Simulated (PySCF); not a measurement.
# CO2···HF···HF···HF (SMILES O=C=O.F.F.F): what the fields show

```
atom    x (Å)    y (Å)    z (Å)
   O   1.2139  -0.2713  -0.2789
   C   0.1896   0.1244   0.0647
   O  -0.8525   0.5600   0.3604
   F  -2.6546   0.4121   2.2723
   H  -2.0220   0.4800   1.5777
   F  -1.6711  -1.2059   3.9509
   H  -2.1603  -0.5929   3.4226
   F   0.3010  -1.3233   2.3222
   H  -0.3300  -1.3918   3.0153
```

Geometry: PBE0-D3(BJ)/def2-SVPD.

Level of theory: wB97M-D3(BJ)/def2-SVPD, SCF density, gas phase in PySCF.

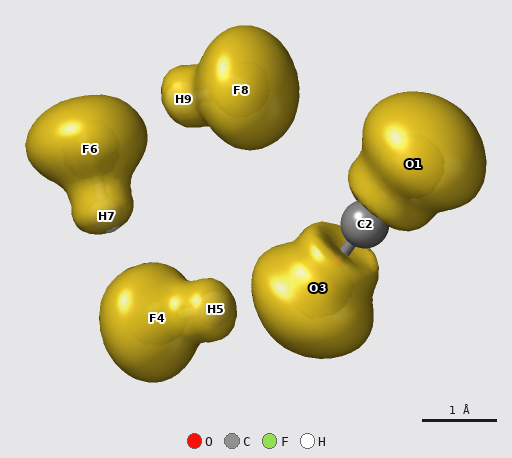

Figure 1. Isosurface of the electron localisation function at 0.75 (yellow), seen at a tilt. Core shells and regions of very low density are left out.

Q: Identify the bonds, lone pairs and shells in this picture.

A: The surface consists of two regions on O in which the atom's valence shell and bonds are merged and three joined regions spread over several atoms (F, H), in which their bonds and any lone pairs are merged. Along the contacts the grid gives the following. F4···H7 (1.61 Å): the ELF dips to about 0.10 between them; by its geometry a hydrogen bond between the two molecules, with no shared pair. C–O (1.15 Å): the ELF peaks at about 0.85 between the atoms (a short, multiple covalent bond).

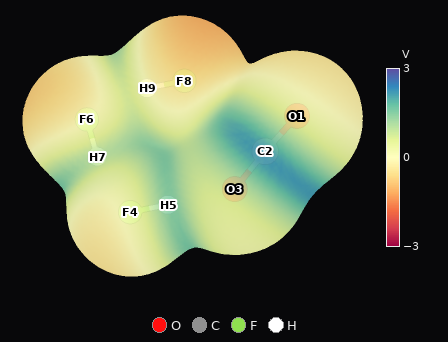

Figure 2. The electrostatic potential painted on the density surface at 0.002 e/bohr³, seen at a tilt; the colour scale runs from red (negative) to blue (positive).

Q: Where is the surface potential most negative and most positive?

A: The most negative region (about −1.1 V) lies over F8, the most positive (about +2.2 V) over C2.

Q: How polar is the complex by this calculation?

A: Its dipole moment is 2.20 D.

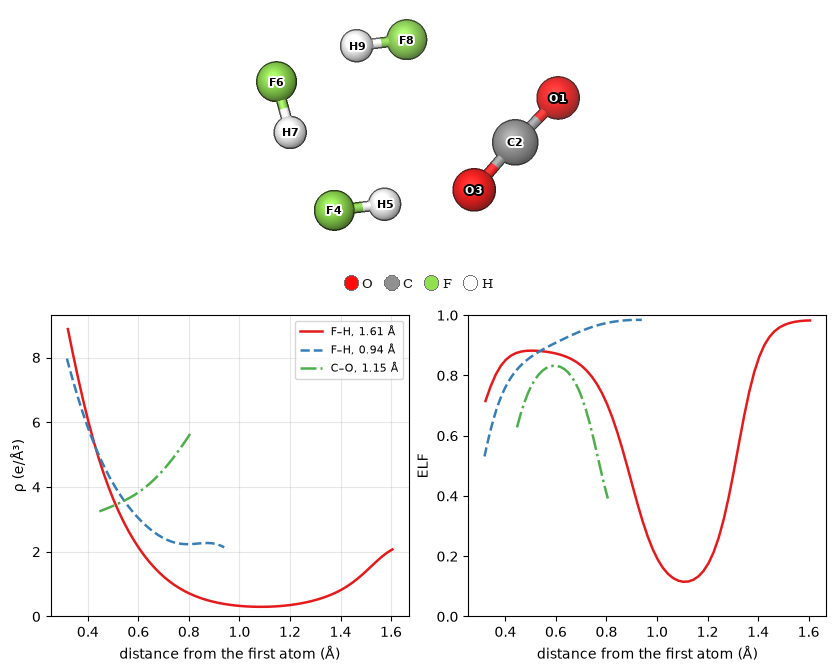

Figure 3. Total electron density and ELF along straight lines between neighbouring atoms. The curves leave out the atomic cores. The structure is drawn too.

Q: What kind of bonding do the profiles show?

A: F4···H7 (1.61 Å): the density falls to about 0.3 e/Å³ on the way; the ELF dips to about 0.10 between them; by its geometry a hydrogen bond between the two molecules, with no shared pair.
F–H (0.94 Å): the density is about 4.5 e/Å³ at the midpoint; the ELF climbs to about 1 towards the hydrogen, as it does in any bond to H: an ordinary covalent bond to hydrogen.
C–O (1.15 Å): ρ is about 3.7 e/Å³ halfway; the ELF peaks at about 0.85 between the atoms (a multiple bond).
